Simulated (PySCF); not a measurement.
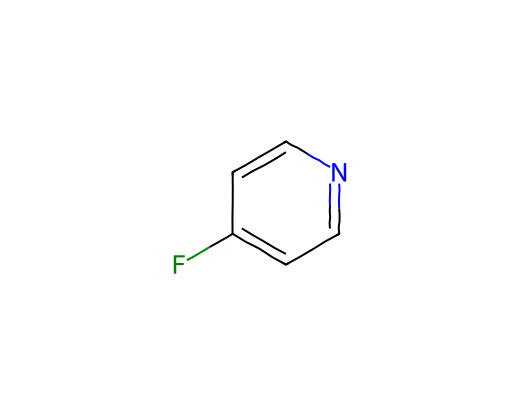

Computed geometry: PBE0-D3(BJ)/def2-SVP optimisation. No frequency run is at hand to confirm it as a minimum. Program: PySCF 2.14.0.

At this fixed geometry, give dipole (D) at these levels: B3LYP/pcSseg-1; OPBE/pcSseg-1; PBE/pcSseg-1; PBE0/pcSseg-1; WP04/pcSseg-1; mPW1PW91/pcSseg-1.

```tsv
level	dipole (D)
B3LYP/pcSseg-1	0.86
OPBE/pcSseg-1	0.98
PBE/pcSseg-1	0.98
PBE0/pcSseg-1	0.87
WP04/pcSseg-1	0.70
mPW1PW91/pcSseg-1	0.85
```
